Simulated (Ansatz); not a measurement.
# CH2FNOSi (SMILES O=C=N[SiH2]F) at MP2/cc-pVDZ

What is the vertical ionisation energy of CH2FNOSi at MP2/cc-pVDZ? 

The calculation is run with Ansatz 0.2.0.

153 further runs of the same task are left out: 153 set aside as unsound or not needed.

**1. The system as given**

The species is CH2FNOSi (7 atoms), meant as a singlet with charge 0. As SMILES, `O=C=N[SiH2]F`. The coordinates come from a PBE0-D4/def2-TZVP relaxation. This is one conformer, not always the lowest.

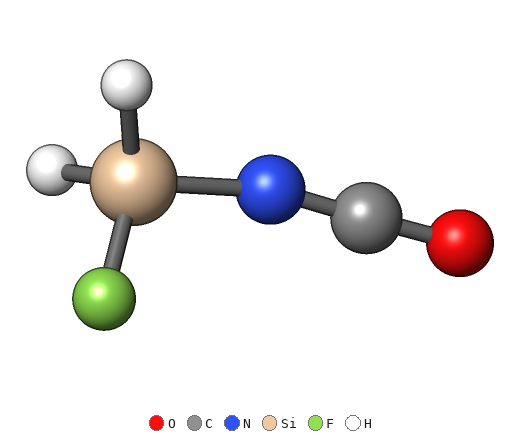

Viewed from a chosen angle; oxygen red, carbon grey, nitrogen blue, silicon light orange, fluorine green, hydrogen white.

**2. The energy at MP2/cc-pVDZ**

in.yaml reads:

```yaml
crystal:
  periodic: [false, false, false]
  atoms:
    - {symbol: O, position_ang: [-0.573800, -2.908000, -0.552000]}
    - {symbol: C, position_ang: [-0.306900, -1.816900, -0.256100]}
    - {symbol: N, position_ang: [-0.019000, -0.706200, 0.076100]}
    - {symbol: Si, position_ang: [0.212100, 0.968300, 0.188900]}
    - {symbol: F, position_ang: [-0.420200, 1.671000, -1.091000]}
    - {symbol: H, position_ang: [-0.490300, 1.470300, 1.384800]}
    - {symbol: H, position_ang: [1.659300, 1.253600, 0.203700]}
basis:
  gaussian:
    orbitals: cc-pVDZ
correlation:
  method: mp2
  frozen_orbitals: {C: 1, F: 1, H: 0, "N": 1, O: 1, Si: 5}
accuracy: high
```

The run is started by

```sh
$ ansatz run in.yaml --threads 1 --pin off --max-ram 3480MiB --events-out events.jsonl --progress --plain --runs-dir runs
```

Standard output:

```text
Warning: RAYON_NUM_THREADS=1 ignored (pool sized by the plan → 1); use --threads N
Functional definition: HF
  name "HF"
  exchange = exact_x
  correlation = 0
1809 factors; integrals over basis functions are off by at most 3.6e-9 eV
mean field evaluation 1: about -15148.9762 eV, gradient 4.0e1 eV
mean field evaluation 2: about -15149.0865 eV, gradient 4.0e1 eV
mean field evaluation 4: about -15152.1820 eV, gradient 3.3e0 eV
mean field evaluation 8: about -15152.2198 eV, gradient 7.5e-2 eV
mean field evaluation 16: about -15152.2198 eV, gradient 2.3e-8 eV
mean field -15152.21983207 eV, -556.8338082852 hartree, gradient 2.3e-8 eV, S^2 0.000000; 0 other end points of the search recorded, 0 dependent functions left out
9 core orbitals not correlated: weight in the atoms' cores, before any rotation towards them, 1.000 or more for the frozen orbitals, at most 0.000 for the correlated occupied ones
reference -15152.21983207 eV, -556.8338082852 hartree; 14, 14 occupied and 61, 61 virtual orbitals, 1809 factors
second order -20.01384728 eV of doubles, -0.00000000 eV of singles
Total energy: -15172.23367935 eV, -557.5693036068 hartree
```

It took 3.3 s on 1 thread of Arm Neoverse V1, shared host; peak memory 0.21 GiB.

**3. The doublet cation at the same level**

run.yaml reads:

```yaml
crystal:
  periodic: [false, false, false]
  atoms:
    - {symbol: O, position_ang: [-0.573800, -2.908000, -0.552000]}
    - {symbol: C, position_ang: [-0.306900, -1.816900, -0.256100]}
    - {symbol: N, position_ang: [-0.019000, -0.706200, 0.076100]}
    - {symbol: Si, position_ang: [0.212100, 0.968300, 0.188900]}
    - {symbol: F, position_ang: [-0.420200, 1.671000, -1.091000]}
    - {symbol: H, position_ang: [-0.490300, 1.470300, 1.384800]}
    - {symbol: H, position_ang: [1.659300, 1.253600, 0.203700]}
basis:
  gaussian: {orbitals: cc-pVDZ}
accuracy: high
correlation: {method: mp2, frozen_orbitals: {C: 1, F: 1, H: 0, "N": 1, O: 1, Si: 5}}
magnetization: {spin_polarized: true, initial_magnetization: 1}
total_charge: 1
```

The run is started by

```sh
$ ansatz run run.yaml --threads 1 --pin off --max-ram 3480MiB --events-out events.jsonl --progress --plain --runs-dir runs
```

Standard output, shortened:

```text
Warning: RAYON_NUM_THREADS=1 ignored (pool sized by the plan → 1); use --threads N
[... 2 set-up lines as earlier in the session ...]
[...]
1808 factors; integrals over basis functions are off by at most 3.6e-9 eV
[...]
mean field -15141.86446348 eV, -556.4532555086 hartree, gradient 2.8e-8 eV, S^2 0.910915; 4 other end points of the search recorded, 0 dependent functions left out
9 core orbitals not correlated: weight in the atoms' cores, before any rotation towards them, 1.000 or more for the frozen orbitals, at most 0.000 for the correlated occupied ones
reference -15141.86446348 eV, -556.4532555086 hartree; 14, 13 occupied and 61, 62 virtual orbitals, 1808 factors
second order -18.52563035 eV of doubles, -0.00000000 eV of singles
Total energy: -15160.39009383 eV, -557.1340598668 hartree
```

Wall time 7.8 s (1 thread of Arm Neoverse V1, shared host); peak memory 0.28 GiB.

**4. Summary of results**

Level: MP2/cc-pVDZ, 9 core orbitals frozen.

| quantity | value |
| --- | --- |
| singlet CH2FNOSi: total energy | -557.56930 Eh |
| singlet CH2FNOSi: correlation energy (9 core orbitals frozen) | -735.5 mEh |
| doublet cation: total energy | -557.13406 Eh |
| doublet cation: correlation energy (9 core orbitals frozen) | -680.8 mEh |
| doublet cation: ⟨S²⟩ of the reference determinant | 0.911 |
| vertical ionisation energy (to the doublet cation) | 11.844 eV |

**Reading.** The vertical ionisation energy comes to 11.84 eV (1143 kJ/mol). ⟨S²⟩ (doublet cation) is 0.91 where a pure doublet has 0.75: the reference is spin-contaminated.
